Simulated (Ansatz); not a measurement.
**Response to strain in AlN**

Base system: AlN in the wurtzite structure (space group P6_3mc, No. 186; a = 3.1067 Å, c = 4.9785 Å).

Strains are applied to the cell and any free atomic positions relax.

Computed with r2SCAN (Ansatz, a program for electronic structure), no spin-orbit coupling.

Notes on the quantities. energy relative to the base: free energy F.

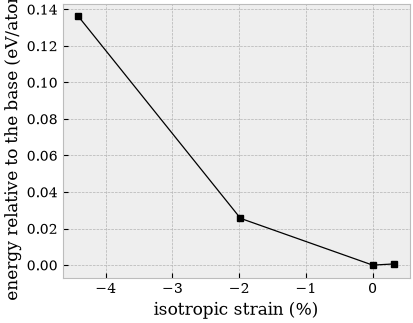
Figure: Energy relative to the base against isotropic strain

From the plot, what is the energy relative to the base for isotropic strain −1.98 %?

About 0.03 eV/atom.

Is the trend monotonic over the range shown?

No, it turns within the range, spanning 0 meV/atom to +136 meV/atom.

No phonon test of stability was made.
